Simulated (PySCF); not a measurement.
SMILES [CH3][Mg][F] (CH₃FMg) at its PBE0/def2-SVP optimised geometry (Å):

```
6

Mg    -0.3602    -0.1434     0.0000
F     -2.1249    -0.1434     0.0069
C      1.7166    -0.1434     0.0000
H      2.1231    -0.4283     0.9849
H      2.1224     0.8526    -0.2447
H      2.1249    -0.8526    -0.7394
```

Calculation: PBE0/def2-TZVP in PySCF 2.14.0.

Map of the electrostatic potential (hartree/e), clipped to [-0.08, 0.12] on the plane z = 0.6 Å:

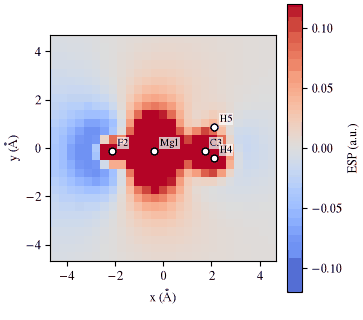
Fig. 1. Electrostatic potential (hartree/e), clipped to [-0.08, 0.12] on the plane z = 0.6 Å.
